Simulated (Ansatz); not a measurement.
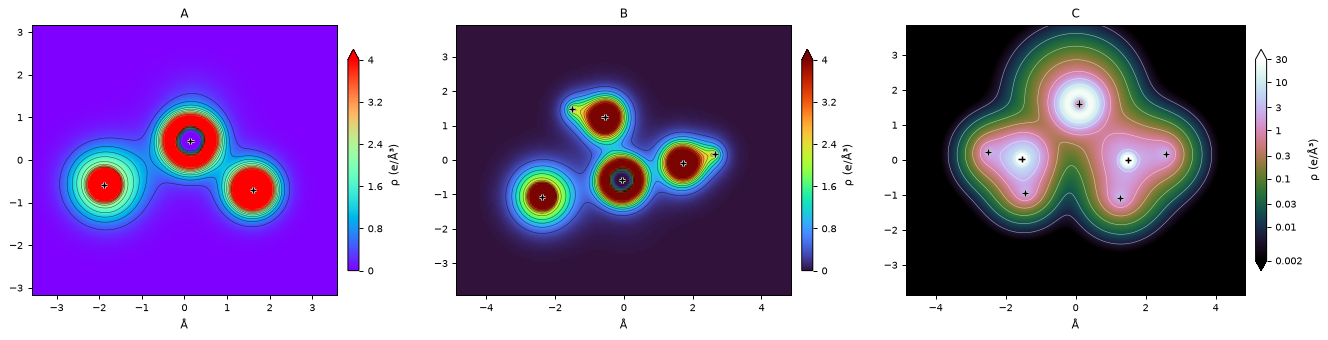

The electron density of 3 systems, each on a plane through atoms (crosses mark nuclei in the plane).

Computed with isolated molecule in a Gaussian basis; Kohn-Sham density functional theory, functional PBE0 in Ansatz.

System 1: ClFO2W (SMILES [O]=[W](=[O])([F])[Cl]), the plane of atoms Cl1, W5 and F2. Geometry: PBE0-D4/def2-SVP; core potentials replace the inner electrons of W.

```xyz
5

Cl   -0.1083   -0.5108   -1.6177
F    -1.3499    0.8864    1.3278
O    -3.1693   -0.2428   -0.6241
O    -1.9703    2.0989   -1.2295
W    -1.7154    0.6081   -0.4725
```

System 2: Cl3H2O2Ta, the plane of atoms O4, Ta6 and H7. Geometry: PBE0-D4/def2-SVP; core potentials replace the inner electrons of Ta.

```yaml
atoms:
  - { symbol: Cl, position_ang: [-1.6252, -1.0009, -1.5605] }
  - { symbol: Cl, position_ang: [0.5252, 1.4624, -2.0029] }
  - { symbol: Cl, position_ang: [-0.9207, 2.0893, 0.8968] }
  - { symbol: O, position_ang: [1.5966, -0.3848, 0.0149] }
  - { symbol: O, position_ang: [-0.6618, -0.8935, 1.3002] }
  - { symbol: Ta, position_ang: [-0.2028, 0.1631, -0.1593] }
  - { symbol: H, position_ang: [2.2637, -0.0488, -0.5984] }
  - { symbol: H, position_ang: [-0.8827, -1.4440, 2.0532] }
```

System 3: CH4OSn (SMILES [CH2]=[Sn][OH2+]) (charge +1, doublet), the molecular plane. Geometry: r2SCAN-D4/def2-SVP; core potentials replace the inner electrons of Sn.

```tsv
atom	x (Å)	y (Å)	z (Å)
C	-0.3088	0.5680	1.6184
O	-1.0832	0.0979	-1.2948
Sn	-1.8647	-0.6085	0.7357
H	0.4395	1.1772	1.0893
H	-0.1898	0.6115	2.7116
H	-0.3324	0.6923	-1.4630
H	-1.4571	-0.1531	-2.1562
```

Q: Match each panel to its system.

A: Panel A is system 1, ClFO2W: the plane holds Cl, F and W. W–F (1.86 Å): the density is about 1.1 e/Å³ at the midpoint. Panel B is system 2, Cl3H2O2Ta: the plane holds Cl, O, Ta and H. Ta–O (1.86 Å): ρ at the midpoint is about 1.1 e/Å³. Panel C is system 3, CH4OSn: the plane holds C, O, Sn and H. C–Sn (2.14 Å): ρ is about 0.72 e/Å³ halfway.
